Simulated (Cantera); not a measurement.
Input: 1 mol Fe(CO)₅, 0.24 mol O₂, 5.3 mol H₂, equilibrated at 1.90 mbar.

Equilibrium computed with Cantera from the NASA thermochemical tables; the gas is ideal and each condensed phase is pure. Candidate condensed phases: C, C₆H₆, C₇H₈, C₈H₁₈, Fe, Fe(CO)₅, FeO, Fe(OH)₂, Fe(OH)₃, Fe₂O₃, Fe₃O₄, H₂O; 114 gas species. Condensed phases not in the tables: cementite and carbon dissolved in iron. The numbers say what is thermodynamically allowed, not how fast it happens.

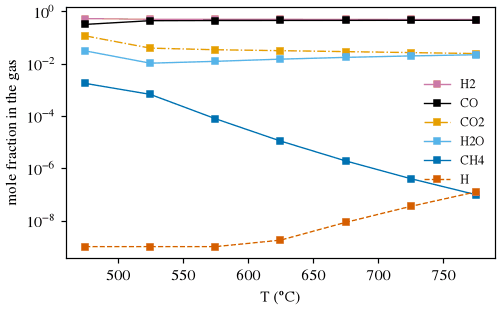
Figure: Equilibrium gas composition (values under 1e-9 drawn at 1e-9)

Task: Read off the mole fractions at 575 °C.

Result: H₂ about 0.50, CO about 0.45, CO₂ about 0.034, H₂O about 0.012, CH₄ about 7.9e-5.
